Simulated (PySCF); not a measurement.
AlH3, SMILES `[AlH3]`.

Level of theory: B3LYP/def2-SVPD (PySCF), at a geometry from GFN2-xTB. No frequency check shows the geometry to be a minimum.

Cartesian coordinates (Å):

```
Al1      0.0000    0.0000    0.0000
H2      -1.0577    1.1372    0.0000
H3      -0.4560   -1.4846    0.0000
H4       1.5136    0.3474    0.0000
```

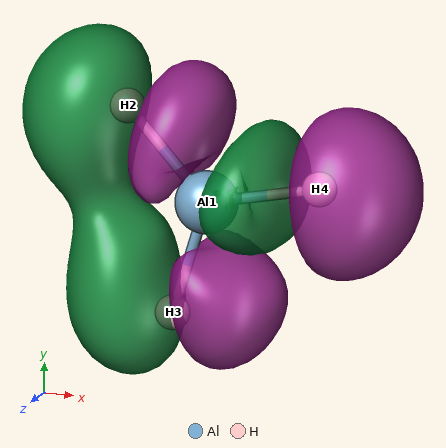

Change of the electron density in a uniform field of 0.21 V/Å, surfaces at ±0.001 e/Å³ (green: gain, purple: loss).

**Along which Cartesian direction does the field point?**

Along +x: electrons gather on the −x side, against the field.

**What dipole is induced, and what polarisability does it imply?**

The induced dipole is 0.34 D (along the field); α along this axis, from the fields in both directions, is 34 bohr³ (5.0 Å³).

**Which atoms gain and lose the most charge?**

Electrons gather most on H2 (Hirshfeld charge changes by −0.008 e) and leave H4 most (+0.011 e); 0.032 electrons are displaced in all.

Run time: 3 s on 1 thread of Arm Neoverse V2, on a shared host, peak memory 0.21 GiB.
